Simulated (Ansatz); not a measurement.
Fields on a plane of LiZn (space group Fd-3m)

```
CELL_PARAMETERS angstrom
      0.00000     3.02773     3.02773
      3.02773     0.00000     3.02773
      3.02773     3.02773     0.00000
ATOMIC_POSITIONS crystal
  Li 0.75000 0.75000 0.75000
  Li 0.50000 0.50000 0.50000
  Zn 0.25000 0.25000 0.25000
  Zn 0.00000 0.00000 0.00000
```

The slice is a {100} plane (indices of the conventional cell) through the point (0.000, 0.000, 0.000) (fractional), spanned by u = [100] and v = [0 1 -1] in vectors of this cell: u (4.28 Å) and v (4.28 Å, at 90° to u). It covers one period; positions are fractions (u, v).

Atoms on it: Li at (0.50, 0.50); Zn at (0.00, 0.00).

These are PBEsol (plane waves to 420 eV, PAW, scalar-relativistic; Ansatz, a program for electronic structure) values and carry that method's errors. k mesh 13×13×13. Inside the PAW spheres the values are not all-electron values, and peaks at nuclei hang on which shells count as valence. LiZn was relaxed with its symmetry unable to fall.

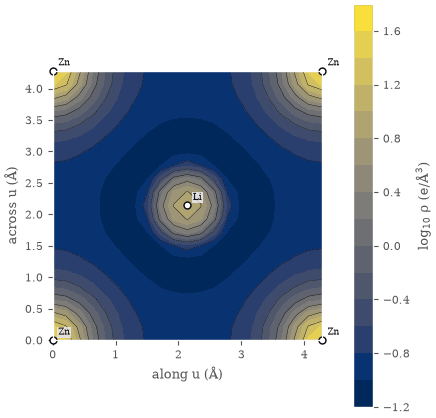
Figure: Log₁₀ of the valence density in e/Å³, one period of the plane, atoms marked. The scale is logarithmic, as a density can span decades between atoms and voids.

```tsv
v \ u	0.00	0.15	0.30	0.45	0.60	0.75	0.90
0.90	x	0.18	0.38	0.42	0.43	0.27	0.08
0.75	0.24	0.32	0.40	0.19	0.26	0.41	0.27
0.60	0.43	0.42	0.07	x	0.12	0.26	0.43
0.45	0.42	0.41	0.04	x	x	0.19	0.42
0.30	0.35	0.41	0.32	0.04	0.07	0.40	0.38
0.15	0.11	0.22	0.41	0.41	0.42	0.32	0.18
0.00	x	0.11	0.35	0.42	0.43	0.25	x
```

Values: electron localisation function (ELF). Points within 0.5 Å of a nucleus are blanked (x), as the pseudised field means little there.
